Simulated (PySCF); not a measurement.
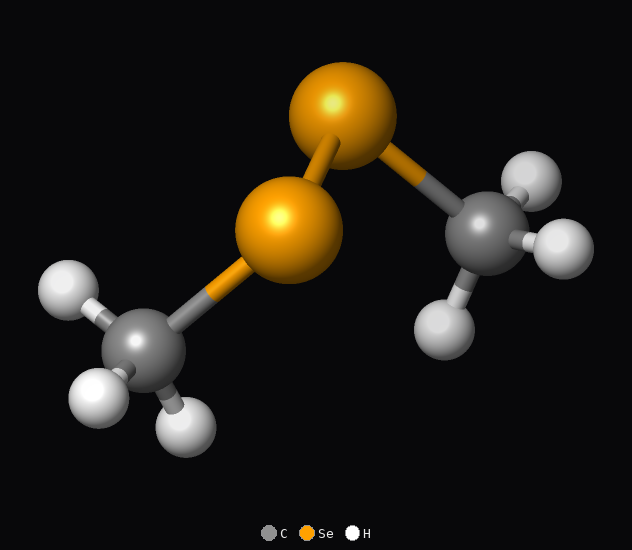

Every bond is drawn as one stick, whatever its order.

The geometry was computed by an optimisation with GFN2-xTB. No frequency run is at hand to confirm it as a minimum.

Describe the molecule.

Formula C2H6Se2. As SMILES it reads `C[Se][Se]C`. It has no ring. Coordination: 2 C tetrahedral; 2 Se bent.

More results for the same structure follow; atom numbers are the same in all pictures, views and colours differ.

**Shape**

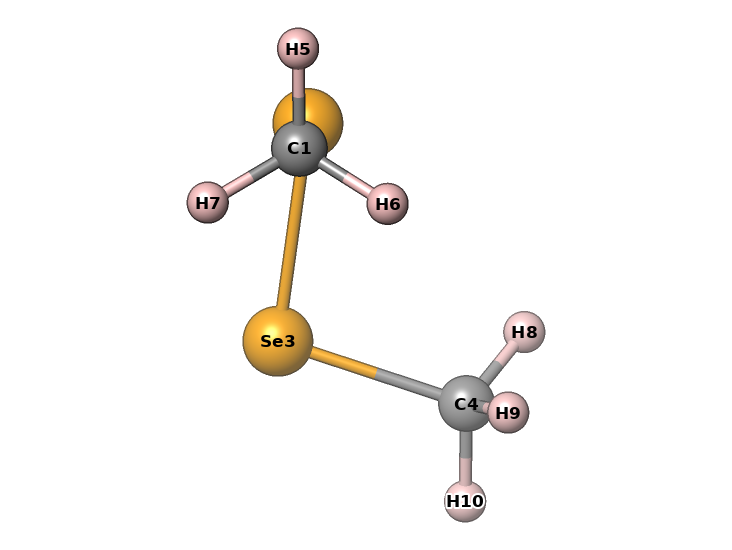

Se2 lies behind C1. The molecule seen nearly along the C1–Se2 bond, C1 in front. Distant atoms are faded towards the background colour. No frequency run is at hand to confirm it as a minimum.

**What is the torsion angle H5–C1–Se2–Se3? The sign is positive where the front bond must turn clockwise to cover the back bond.**

−172°, antiperiplanar (anti).

**NMR shielding**

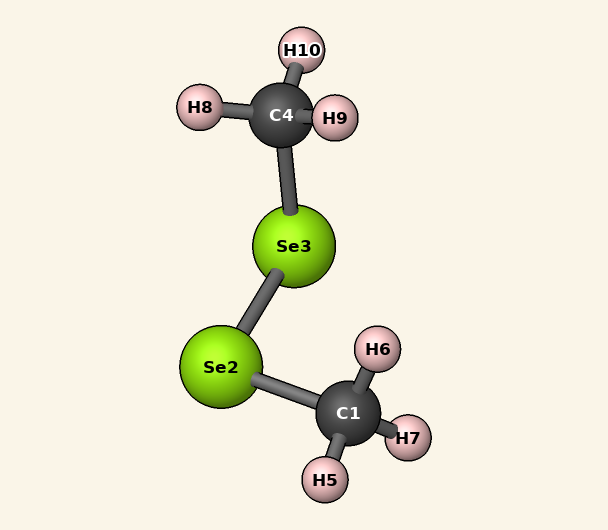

No frequency run is at hand to confirm it as a minimum. Method: GIAO PBE0/pcSseg-1 NMR shielding, non-relativistic, gas phase (PySCF 2.14.0). Principal shieldings σ11 ≤ σ22 ≤ σ33, span Ω = σ33 − σ11, skew κ = 3(σiso − σ22)/Ω.

Give the shielding tensors of the C atoms.

```tsv
atom	σ11	σ22	σ33	σiso	Ω	κ
C1, C4	130.2	168.5	190.0	162.9	59.8	−0.28
```

Shieldings and span in ppm.

**Dipole moment**

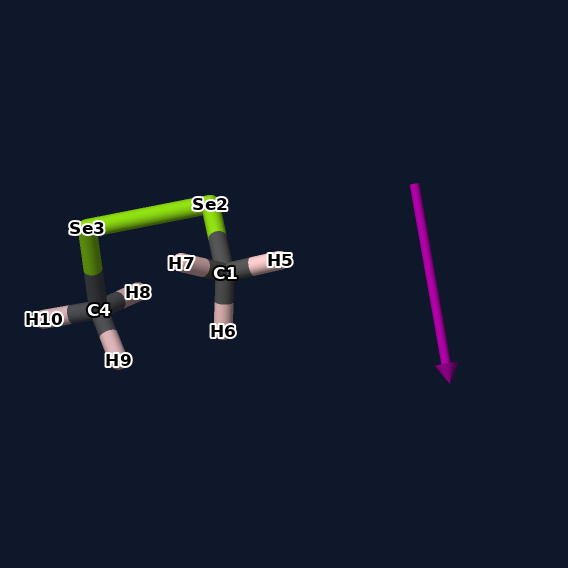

The arrow beside the molecule shows the direction of the dipole moment, from the negative to the positive end (its length means nothing). No frequency run is at hand to confirm it as a minimum. Method: PBE0/pcSseg-1, gas phase (PySCF 2.14.0).

**Estimate the dipole moment.**

1.88 D; it points from the side of Se2, Se3 to the side of H6, H9 (the outermost atoms at the two ends).

**Charges**

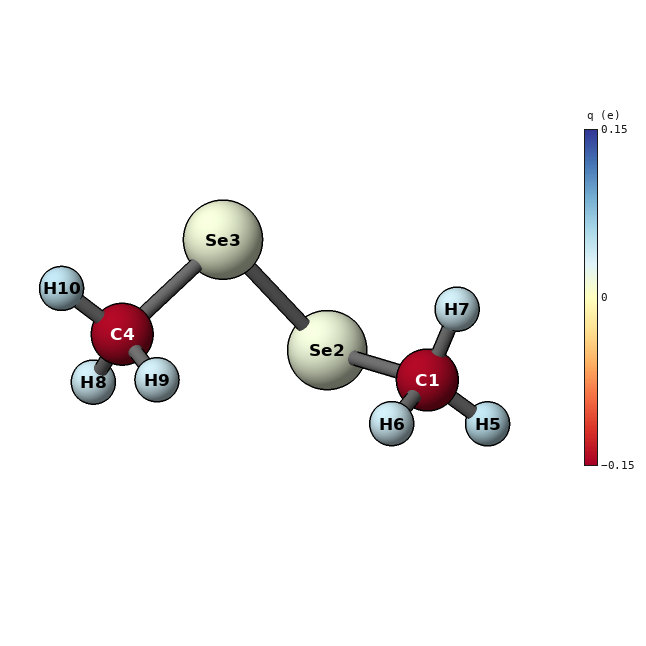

Atoms are coloured by their Hirshfeld charges. No frequency run is at hand to confirm it as a minimum. Level of theory: PBE0/pcSseg-1, gas phase (PySCF 2.14.0).

**Which atom carries the highest charge (most positive or least negative)?**

H5, H10 (0.05 e).

**And the lowest?**

C1, C4 (−0.14 e).

List the Hirshfeld charges.

```tsv
atom	value (e)
C1	−0.14
Se2	0.01
Se3	0.01
C4	−0.14
H5	0.05
H6	0.04
H7	0.04
H8	0.04
H9	0.04
H10	0.05
```

The geometry is semi-empirical. Around Se such bond lengths and angles can be off by a tenth of an ångström or more and by several degrees, and values that hang on the shape move with them.
